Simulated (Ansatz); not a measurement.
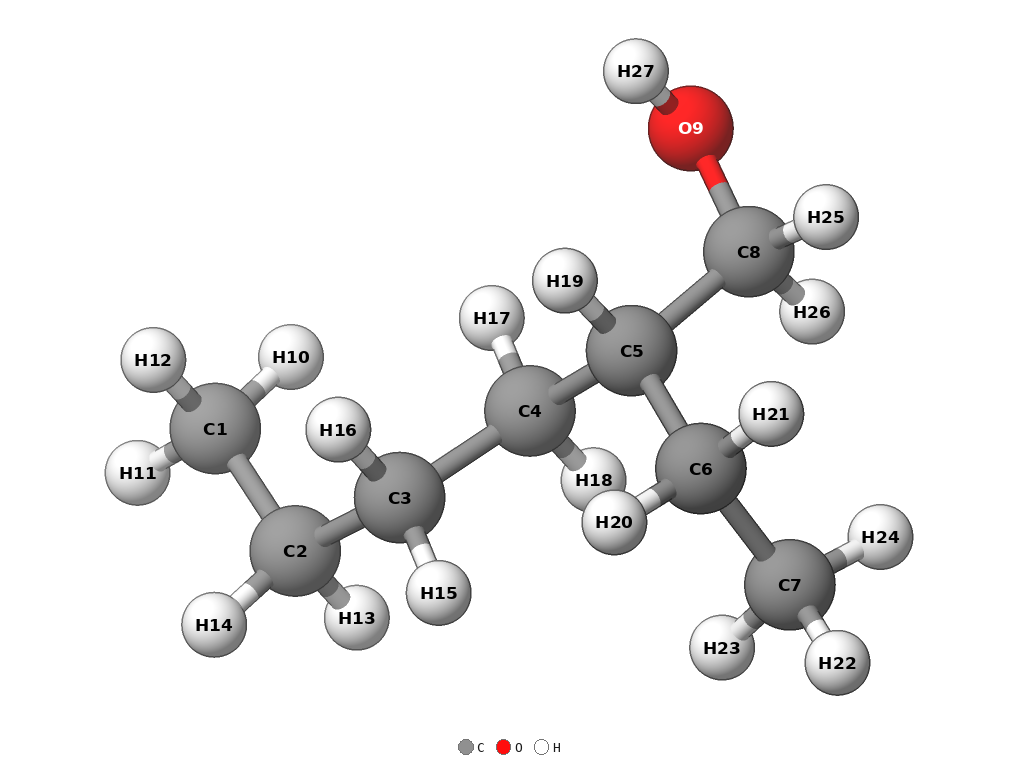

The atoms are numbered. Computed geometry: PBE0-D4/def2-TZVP optimisation. No frequency run is at hand to confirm it as a minimum.

Estimate the angles C2–C1–H10, C2–C1–H11, C2–C3–H15, C3–C4–H17, C3–C4–H18, C4–C3–H16, C5–C6–H20, C6–C5–H19, C6–C7–H22, C6–C7–H23, C7–C6–H20, O9–C8–H26.

```tsv
angle	degrees
C2–C1–H10	112.0
C2–C1–H11	111.2
C2–C3–H15	108.6
C3–C4–H17	110.1
C3–C4–H18	109.3
C4–C3–H16	109.3
C5–C6–H20	108.9
C6–C5–H19	106.5
C6–C7–H22	110.6
C6–C7–H23	111.8
C7–C6–H20	109.1
O9–C8–H26	105.3
```
